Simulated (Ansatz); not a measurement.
# Phonons of Hf-Sc-Hf stack of (100) layers

Question: is the lattice of Hf-Sc-Hf stack of (100) layers stable, and if so, what are its coupling constant and resistivity?

Calculated with Ansatz 0.2.0; DFT PBEsol, scalar-relativistic, plane waves, PAW; PAW set soft_1.

**1. The starting structure**

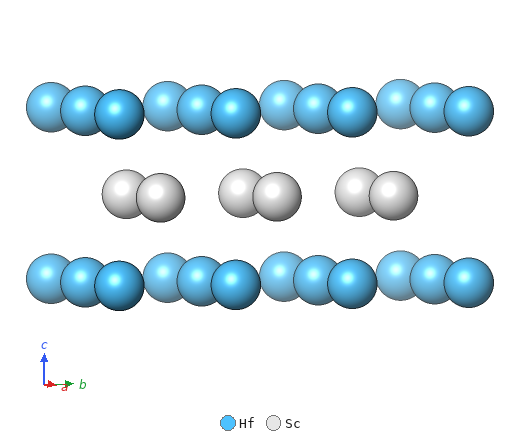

Start, viewed from the side, with the c axis up; hafnium blue, scandium white. 2×3×1 cells are drawn. Some periodic images of atoms are drawn too.

The cell holds 3 atoms: 2 Hf and 1 Sc. Cell: a = 3.283 Å, b = 3.283 Å, c = 15.643 Å, α = 90.0°, β = 90.0°, γ = 90.0°. Vacuum lies along c.

**2. Rough relaxation**

Large forces or a large pressure at the start call for a first relaxation with loose thresholds.

The input, input.yaml:

```yaml
crystal:
  lattice:
    - [3.28344, 0.0, 0.0]
    - [0.0, 3.28344, 0.0]
    - [0.0, 0.0, 15.64349]
  atoms:
    - { symbol: Hf, position: [0.0, 0.0, 0.351584] }
    - { symbol: Sc, position: [0.5, 0.5, 0.5] }
    - { symbol: Hf, position: [0.0, 0.0, 0.648416] }
  periodic: [true, true, false]
kpoints:
  mp_grid: { grid: [6, 6, 1] }
hamiltonian:
  xc: pbesol
  pseudopotentials: { kind: paw, azcp: { folder: soft_1 }, xc_functional: pbe }
scf:
  occupations: { method: gaussian, width: 0.1 }
output:
  forces: true
  stress: true
  eigenvalues: true
relax:
  adjacent_minimum: "off"
  f_tol: 0.05
  max_steps: 80
  cell: { stress_2d_tol: 0.02 }
```

On the command line:

```console
$ ansatz run input.yaml --threads 8 --pin off --max-ram 20480MiB --backend cpu --events-out ev --progress --plain --runs-dir out
```

Numbers of over 12 decimals in the logs are rounded to 6 here.

The program printed:

```text
Warning: crystal.periodic: the lattice vector that does not repeat stood 0.000° off the slab's normal, 15.643 Å along it as the deck builds it. The run solves the slab on a vector along the normal, 33.087 Å long, with every atom where it was (on the deck's vector they left 11.00 Å outside them, and the widest stretch free of ions among them is 2.32 Å). A fractional position that the run reports is one of the run's ce [...]
The last accepted step is kept in <dir> (removed where the run ends without a failure and the disk answers)
crystal.periodic: the lattice vector that does not repeat stood 0.000° off the slab's normal, 15.643 Å along it as the deck builds it. The run solves the slab on a vector along the normal, 33.087 Å long, with every atom where it was (on the deck's vector they left 11.00 Å outside them, and the widest stretch free of ions among them is 2.32 Å). A fractional position that the run reports is one of the run's cell, which [...]
Engine: ansatz 0.2.0, aarch64-unknown-linux-gnu
Pseudopotentials: kind: paw
Pseudopotential: Hf, paw, valence charge 26, recommended cutoff 420 eV (normal), soft_1/Hf.paw.azcp
Pseudopotential: Sc, paw, valence charge 11, recommended cutoff 420 eV (normal), soft_1/Sc.paw.azcp
Functional definition: PBEsol
  exchange = pbesol_x
  correlation = pbesol_c
Crystal: 3 atoms, lattice volume = 356.710 Å³
Basis set: ecut = 420 eV, 7063 PW (Γ), exchange–correlation on 48×48×450 points (8 copies of the dense FFT grid, shifted against one another)
Bands: 38, of which v1, the nominal top of the filled ones, is band 32 counted from 1 (31 counted from 0)
Symmetry: 16 space group operations
Space group: P4/mmm (ITA 123), of the structure as read, at distance tolerance 7.1e-5 Å
k-points: 10 of 36
Non-local potential: Hf, projectors of the file, l = 0: 3, l = 1: 2, l = 2: 2, l = 3: 3
Non-local potential: Sc, projectors of the file, l = 0: 3, l = 1: 2, l = 2: 3, l = 3: 1
PAW form: soft (Blöchl's): semilocal exchange-correlation on the pseudo side does not see the compensation charge
PAW frozen core: Hf, regenerated for the run's functional, and the local potential with it (the file was generated under x = pbe(κ = 0.804, μ = 0.219515), c = pbe(β = 0.066725))
PAW frozen core: Sc, regenerated for the run's functional, and the local potential with it (the file was generated under x = pbe(κ = 0.804, μ = 0.219515), c = pbe(β = 0.066725))
PAW one-centre angular grid: Hf, 590 points (default); XC on 64 Gauss nodes
PAW one-centre angular grid: Sc, 590 points (default); XC on 64 Gauss nodes
Initial density: superposition of atomic densities (neutral atoms: chi_scale 0, normalization atom)
Initial wavefunctions: pseudopotential atomic-orbital guess
Functional: x = pbesol(κ = 0.804, μ = 0.123457), c = pbesol(β = 0.046)
SCF iter   1: F=—  HF=-33308.603445 eV  |F-HF|=—  |Δ(HF+E_count)|=         —  Δρ=2.84e-2  dr2=3.14e1  ethr=3.10e-3  ⟨swp⟩=9.5  Hψ=1927  notcnv=0
preconditioner: auto → LDOS  [metal: Δε(μ)=0.027 eV  Ē_g=10.076 eV  σ=0.100 eV  W_gap=0.15  n_scr=48 (ndim 8)  ℏωp=12.3 eV  f_vac=0.718  D(μ)=3.36/eV (n_scr^D=12)  β→1.0]
SCF iter   2: F=—  HF=-33312.048102 eV  |F-HF|=—  |Δ(HF+E_count)|=    3.44e0  Δρ=3.96e-2  dr2=1.14e2  ethr=3.10e-3  ⟨swp⟩=8.6  Hψ=1443  notcnv=0  defer=21  recentre
SCF iter   3: F=—  HF=-33305.819205 eV  |F-HF|=—  |Δ(HF+E_count)|=    6.23e0  Δρ=1.06e-2  dr2=3.40e0  ethr=3.10e-3  ⟨swp⟩=6.4  Hψ=1194  notcnv=0  defer=5
SCF iter   4: F=—  HF=-33305.540090 eV  |F-HF|=—  |Δ(HF+E_count)|=   2.79e-1  Δρ=4.54e-3  dr2=2.41e-1  ethr=3.10e-3  ⟨swp⟩=3.6  Hψ=681  notcnv=0  defer=7
SCF iter   5: F=—  HF=-33305.498078 eV  |F-HF|=—  |Δ(HF+E_count)|=   4.20e-2  Δρ=1.80e-3  dr2=1.62e-2  ethr=3.83e-4  ⟨swp⟩=2.3  Hψ=658  notcnv=0  defer=10
SCF iter   6: F=—  HF=-33305.501691 eV  |F-HF|=—  |Δ(HF+E_count)|=   3.61e-3  Δρ=8.91e-4  dr2=5.55e-3  ethr=2.57e-5  ⟨swp⟩=3.0  Hψ=718  notcnv=0  defer=10
SCF iter   7: F=—  HF=-33305.501095 eV  |F-HF|=—  |Δ(HF+E_count)|=   5.95e-4  Δρ=4.92e-4  dr2=1.15e-3  ethr=8.81e-6  ⟨swp⟩=2.9  Hψ=798  notcnv=0  defer=10
SCF iter   8: F=—  HF=-33305.501846 eV  |F-HF|=—  |Δ(HF+E_count)|=   7.51e-4  Δρ=4.25e-4  dr2=5.58e-4  ethr=1.82e-6  ⟨swp⟩=2.8  Hψ=766  notcnv=0  defer=10
SCF iter   9: F=—  HF=-33305.501561 eV  |F-HF|=—  |Δ(HF+E_count)|=   2.85e-4  Δρ=1.77e-4  dr2=1.13e-4  ethr=8.85e-7  ⟨swp⟩=3.7  Hψ=876  notcnv=0  defer=10
SCF iter  10: F=—  HF=-33305.501616 eV  |F-HF|=—  |Δ(HF+E_count)|=   5.51e-5  Δρ=1.10e-4  dr2=3.84e-5  ethr=1.79e-7  ⟨swp⟩=2.5  Hψ=746  notcnv=0  defer=10
SCF iter  11: F=—  HF=-33305.501551 eV  |F-HF|=—  |Δ(HF+E_count)|=   6.52e-5  Δρ=2.92e-5  dr2=7.37e-6  ethr=6.09e-8  ⟨swp⟩=3.2  Hψ=854  notcnv=0  defer=10
SCF iter  12: F=—  HF=-33305.501552 eV  |F-HF|=—  |Δ(HF+E_count)|=   6.95e-7  Δρ=9.66e-6  dr2=7.40e-7  ethr=1.17e-8  ⟨swp⟩=3.0  Hψ=735  notcnv=0  defer=10
iter 13 did not close the SCF: its close was put off until two iterations running show no level that it waits for move by more than its bar (scf_convergence_deferred on its scf_iter line)
SCF iter  13: F=-33305.501553 eV  HF=-33305.501553 eV  |F-HF|=1.50e-7  |Δ(HF+E_count)|=   8.49e-7  Δρ=2.81e-6  dr2=3.62e-8  ethr=1.59e-10  ⟨swp⟩=15.8  Hψ=2807  notcnv=0
iter 14 did not close the SCF: its close was put off until two iterations running show no level that it waits for move by more than its bar (scf_convergence_deferred on its scf_iter line)
SCF iter  14: F=-33305.501553 eV  HF=-33305.501553 eV  |F-HF|=2.17e-8  |Δ(HF+E_count)|=   1.31e-7  Δρ=1.11e-6  dr2=7.05e-9  ethr=5.74e-11  ⟨swp⟩=3.4  Hψ=1473  notcnv=0
SCF iter  15: F=-33305.501553 eV  HF=-33305.501553 eV  |F-HF|=2.41e-9  |Δ(HF+E_count)|=   2.28e-8  Δρ=4.44e-7  dr2=1.45e-9  ethr=1.12e-11  ⟨swp⟩=3.3  Hψ=1315  notcnv=0
SCF 1 converged in 15 iterations: F = -33305.501553 eV  dr2 = 1.45e-9
  greatest PAW one-centre occupation: 0.998 electrons in one spin orbital (limit 2), on the Hf atom at site 2 (counted from 0), in its partial waves of l = 3
relax step   1: F+E_penalty+E_count = -33305.50155287 eV  Δ(F+E_penalty+E_count) = +0.000e0 eV  max|allowed force component| = 8.462e-1 eV/Å  Δτ_max = 0.0000 Å  P = -11.542 N/m  Ω = 356.710 Å³  fix = [c, alpha, beta]  reactions: c +0.000 N/m  (15 SCF iters, dr2 threshold 1.00e-7 eV, accepted)
Crystal: 3 atoms, lattice volume = 324.726 Å³
Basis set: ecut = 420 eV, 6423 PW (Γ), exchange–correlation on 48×48×450 points (8 copies of the dense FFT grid, shifted against one another)
Initial density: handed on by an earlier stage of this run
Initial wavefunctions: those handed on with the density
[...]
SCF iter   6: F=—  HF=-33306.424798 eV  |F-HF|=—  |Δ(HF+E_count)|=   2.69e-5  Δρ=1.09e-4  dr2=2.27e-4  ethr=7.77e-7  ⟨swp⟩=2.9  Hψ=779  notcnv=0  defer=9
SCF iter   7: F=—  HF=-33306.424782 eV  |F-HF|=—  |Δ(HF+E_count)|=   1.54e-5  Δρ=5.28e-5  dr2=3.05e-5  ethr=3.61e-7  ⟨swp⟩=2.3  Hψ=536  notcnv=0  defer=9
SCF iter   8: F=—  HF=-33306.424790 eV  |F-HF|=—  |Δ(HF+E_count)|=   7.10e-6  Δρ=2.29e-5  dr2=3.62e-6  ethr=4.84e-8  ⟨swp⟩=3.1  Hψ=682  notcnv=0  defer=9
iter 9 did not close the SCF: its close was put off until two iterations running show no level that it waits for move by more than its bar (scf_convergence_deferred on its scf_iter line)
SCF iter   9: F=-33306.424791 eV  HF=-33306.424791 eV  |F-HF|=3.25e-7  |Δ(HF+E_count)|=   1.33e-6  Δρ=7.89e-6  dr2=1.97e-7  ethr=4.76e-10  ⟨swp⟩=14.7  Hψ=2804  notcnv=0
SCF iter  10: F=-33306.424791 eV  HF=-33306.424791 eV  |F-HF|=3.26e-8  |Δ(HF+E_count)|=   3.35e-7  Δρ=3.15e-6  dr2=3.36e-8  ethr=3.12e-10  ⟨swp⟩=5.0  Hψ=1901  notcnv=0
SCF 3 converged in 10 iterations: F = -33306.424791 eV  dr2 = 3.36e-8
relax step   3: F+E_penalty+E_count = -33306.42479129 eV  Δ(F+E_penalty+E_count) = -2.419e-1 eV  max|allowed force component| = 9.868e-2 eV/Å  Δτ_max = 0.1185 Å  P = -0.477 N/m  Ω = 292.378 Å³  energy of the carried Pulay correction = +1.968e-3 eV  fix = [c, alpha, beta]  reactions: c +0.000 N/m  (10 SCF iters, dr2 threshold 3.00e-7 eV, accepted)
[...]
relax step   4: F+E_penalty+E_count = -33306.42810347 eV  Δ(F+E_penalty+E_count) = -3.312e-3 eV  max|allowed force component| = 4.554e-2 eV/Å  Δτ_max = 0.0415 Å  P = +0.273 N/m  Ω = 287.775 Å³  energy of the carried Pulay correction = +2.124e-3 eV  fix = [c, alpha, beta]  reactions: c +0.000 N/m  (11 SCF iters, dr2 threshold 3.00e-7 eV, accepted)
[...]
relax step   5: F+E_penalty+E_count = -33306.42905615 eV  Δ(F+E_penalty+E_count) = -9.527e-4 eV  max|allowed force component| = 9.058e-4 eV/Å  Δτ_max = 0.0134 Å  P = -0.017 N/m  Ω = 289.378 Å³  energy of the carried Pulay correction = +2.070e-3 eV  fix = [c, alpha, beta]  reactions: c +0.000 N/m  (8 SCF iters, dr2 threshold 8.67e-8 eV, accepted)
[...]
relax step   6: F+E_penalty+E_count = -33306.42763061 eV  Δ(F+E_penalty+E_count) = +1.426e-3 eV  max|allowed force component| = 6.687e-4 eV/Å  Δτ_max = 0.0000 Å  P = -0.027 N/m  Ω = 289.378 Å³  fix = [c, alpha, beta]  reactions: c +0.000 N/m  stress off target by 2.66e-2 N/m on what of the cell is left free  SCF on the basis re-selected at this cell (its energy is not comparable with the rows above)  (10 SCF iters)
[...]
relax step   7: F+E_penalty+E_count = -33306.42763635 eV  Δ(F+E_penalty+E_count) = -5.736e-6 eV  max|allowed force component| = 2.350e-4 eV/Å  Δτ_max = 0.0001 Å  P = -0.003 N/m  Ω = 289.288 Å³  energy of the carried Pulay correction = +3.379e-6 eV  fix = [c, alpha, beta]  reactions: c +0.000 N/m  (6 SCF iters, dr2 threshold 8.23e-10 eV, accepted)
iter 1 solved again at ethr=3.94e-6 eV; its pass at ethr=3.10e-3 eV (dr2=2.48e-3 eV) is discarded
SCF iter   1: F=—  HF=-33306.427801 eV  |F-HF|=—  |Δ(HF+E_count)|=         —  Δρ=5.97e-6  dr2=2.90e-8  ethr=3.94e-6  ⟨swp⟩=4.5  Hψ=3314  notcnv=0
eigensolver tolerance schedule: the retry pair's looser diagonalisation over-reported the residual by 85689.11 of it (diagonalisation noise at an unbounded share of the residual, at the tolerance the schedule requests for it); recorded, not acted on — ethr = c·dr2/N_el stays at c = 1.0e-1
SCF iter   2: F=—  HF=-33306.427635 eV  |F-HF|=—  |Δ(HF+E_count)|=   1.67e-4  Δρ=6.74e-6  dr2=7.12e-8  ethr=4.60e-11  ⟨swp⟩=7.4  Hψ=2125  notcnv=0
SCF iter   3: F=—  HF=-33306.427635 eV  |F-HF|=—  |Δ(HF+E_count)|=   4.75e-9  Δρ=3.32e-6  dr2=5.60e-9  ethr=4.60e-11  ⟨swp⟩=2.1  Hψ=670  notcnv=0
SCF iter   4: F=—  HF=-33306.427635 eV  |F-HF|=—  |Δ(HF+E_count)|=  9.46e-10  Δρ=2.46e-6  dr2=5.09e-9  ethr=8.89e-12  ⟨swp⟩=2.5  Hψ=595  notcnv=0
SCF iter   5: F=—  HF=-33306.427635 eV  |F-HF|=—  |Δ(HF+E_count)|=  1.24e-10  Δρ=1.44e-6  dr2=2.07e-9  ethr=8.08e-12  ⟨swp⟩=1.4  Hψ=447  notcnv=0
SCF iter   6: F=—  HF=-33306.427635 eV  |F-HF|=—  |Δ(HF+E_count)|=  2.18e-11  Δρ=1.34e-7  dr2=3.70e-11  ethr=3.29e-12  ⟨swp⟩=2.0  Hψ=696  notcnv=0
SCF iter   7: F=—  HF=-33306.427635 eV  |F-HF|=—  |Δ(HF+E_count)|=  2.91e-11  Δρ=1.45e-7  dr2=2.28e-11  ethr=1.00e-12  ⟨swp⟩=2.3  Hψ=570  notcnv=0
SCF iter   8: F=-33306.427635 eV  HF=-33306.427635 eV  |F-HF|=0.00e0  |Δ(HF+E_count)|=  8.73e-11  Δρ=2.84e-8  dr2=1.18e-12  ethr=1.00e-12  ⟨swp⟩=11.4  Hψ=3324  notcnv=0
SCF 8 converged in 8 iterations: F = -33306.427635 eV  dr2 = 1.18e-12
relax step   8: F+E_penalty+E_count = -33306.42763470 eV  Δ(F+E_penalty+E_count) = +1.652e-6 eV  max|allowed force component| = 2.383e-4 eV/Å  Δτ_max = 0.0000 Å  P = -0.003 N/m  Ω = 289.288 Å³  fix = [c, alpha, beta]  reactions: c +0.000 N/m  stress off target by 2.68e-3 N/m on what of the cell is left free  SCF on the basis re-selected at this cell (its energy is not comparable with the rows above)  (8 SCF iters)
basis re-selected at this cell: Δ(F+E_penalty+E_count) = +1.652e-6 eV, ΔP = -0.000 N/m vs the last step (what re-selecting the basis moved, of the pressure what is left beyond the Pulay correction that the steps carried, after the strain that the cell walked since its last selection, with what the two solves' SCF thresholds leave and, on support functions, any second-order correction that the steps lacked; it is no m [...]
SCF converged after 8 iterations
Free energy (F): -33306.427635 eV
Harris-Foulkes:  -33306.427635 eV  (|F-HF|=0.00e0)
Internal energy: -33306.407419 eV  (E = F + TS)
E sigma→0 (E₀):  -33306.417527 eV
Entropy (-TS):   -0.020216 eV (-6.739 meV/atom)
Fermi energy:    -4.201645 eV
--- Per-component energies (eV) ---
  E_band       = -1482.000042
  E_kinetic    = 1032.233242
  E_local      = -254951.054411  (includes V_loc(G=0)·N_el)
  E_nonlocal   = 269.922087
  E_hartree    = 126535.179628
  E_xc         = -614.079406
  E_vxc        = -613.941982  (∫ρ·V_xc dr)
  E_paw        = -16115.302815  (= ΣΔE_a)
  E_vpaw       = -289.518267  (= ΣTr[D̂ρ^β])
  E_aug_tail   = 0.000240  (compensation charges beyond the density's cutoff)
  E_ewald      = 110534.062880
  E_core_change = 2.631138  (= ΣΔE_core)
  E_smearing   = -0.020216  (= −TS)
  E_closure    = 0.000000  (closes the sum)
  Σ components = -33306.427635   (vs F -33306.427635, Δ=0.00e0)
--- Forces (eV/Å), atoms counted from 1 ---
  atom   1  Hf     0.00000000     0.00000000     0.00023826
  atom   2  Sc     0.00000000     0.00000000     0.00000000
  atom   3  Hf     0.00000000     0.00000000    -0.00023826
  max |Σ_I F_I| component: 3.79e-29 eV/Å
--- 2D stress c σ (N/m, compression-positive) ---
       -0.002680       0.000000       0.000000
        0.000000      -0.002680       0.000000
        0.000000       0.000000       0.000000
  P = ½ c Tr σ = -0.0027 N/m
--- Band table (eV; the first three rows and the last of 10) ---
  k-point 0: bands = [... 28 lower, -7.0292, -5.6304, -5.2543, -4.2239, -4.1196, -3.3379, -2.5935, -1.6268, ... 2 higher]
  k-point 1: bands = [... 28 lower, -6.5250, -5.1424, -4.7735, -4.2895, -3.9726, -3.1598, -3.0360, -2.0141, ... 2 higher]
  k-point 2: bands = [... 28 lower, -5.9331, -4.6194, -4.5248, -3.9326, -3.7259, -3.5800, -2.6871, -1.6612, ... 2 higher]
  k-point 9: bands = [... 28 lower, -6.0455, -5.2596, -5.2596, -4.1279, -4.1279, -1.4516, -1.0860, -1.0860, ... 2 higher]
--- Relaxed structure (6 steps of the walk, 6 accepted, 2 SCFs on fresh bases) ---
  F+E_penalty+E_count = -33306.42763470 eV   max|allowed force component| = 2.383e-4 eV/Å   (the final SCF, on the basis selected at the relaxed cell)
  cell:  # Å, volume = 289.2879 Å³
    - [2.956900, 0, 0.0]
    - [0, 2.956900, 0.0]
    - [0.0, 0.0, 33.08697684736]
  atoms:
    - { symbol: Hf, position: [0, 0, 0.167688] }
    - { symbol: Sc, position: [0.500000, 0.500000, 0.236400] }
    - { symbol: Hf, position: [0, 0, 0.305111] }
```

Elapsed: 14 s, on 8 threads of Arm Neoverse V2, shared host; peak memory 0.97 GiB; 93 s of CPU time.

Step by step:

```csv
step,energy less that of the first step (eV),largest force component (eV/Å),volume (Å³)
1,0.0000,0.8462,356.71
2,-0.6814,0.1706,324.73
3,-0.9232,0.0987,292.38
4,-0.9265,0.0455,287.77
5,-0.9275,0.0009,289.38
6*,-0.9261,0.0007,289.38
7,-0.9261,0.0002,289.29
8*,-0.9261,0.0002,289.29
```

Relaxation steps marked * repeat the geometry before them on a plane-wave basis chosen anew for their cell, so energy and pressure can jump there.

The run keeps the 16 symmetry operations that it works with, so distortions that break them were not tested.

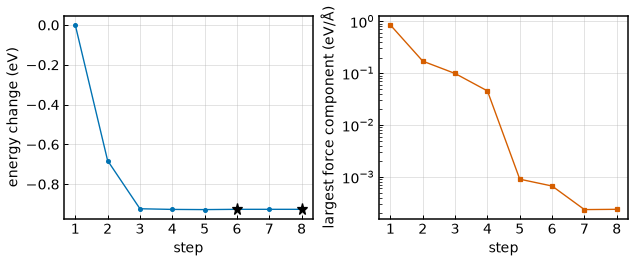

Energy and largest force along the relaxation. Stars mark steps on a basis chosen anew.

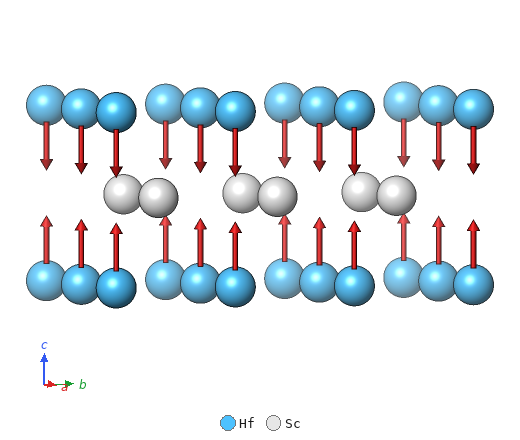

Displacements in the relaxation, exaggerated, measured against the changing cell; the longest in the cell stands for 0.05 Å. 2×3×1 cells are drawn. Some periodic images of atoms are drawn too.

```
cell as run  before  after  change
      a (Å)   3.283  2.957  -9.9 %
      b (Å)   3.283  2.957  -9.9 %
```

The atoms that moved most (Å, along periodic axes as changes of fractional coordinates times the final cell, across vacuum about the mean position):

```
atom     dx     dy      dz  length
 Hf1  0.000  0.000   0.048   0.048
 Hf3  0.000  0.000  -0.048   0.048
```

Final coordinates:

```xyz
3
Lattice="2.9569 0.0000 0.0000 0.0000 2.9569 0.0000 0.0000 0.0000 33.0870" Properties=species:S:1:pos:R:3
Hf    0.0000    0.0000    5.5483
Sc    1.4784    1.4784    7.8217
Hf    0.0000    0.0000   10.0952
```

Numbers from this step:

```yaml
metallic_on_mesh: yes
gap_on_the_k_mesh: 0 eV
```

The relaxation ends with a largest force component of 2.4e-4 eV/Å.

(Continued in part 2 of 3.)

[Logs are printed without paths, hosts, clocks, repeated set-up lines and the standing remarks that a program may print on its own settings, such as how far it seeks lower states.]

[Hosts, paths, dates, database ids (printed as entryN), source tags and the programs' standing remarks are cut or masked in the printed files.]
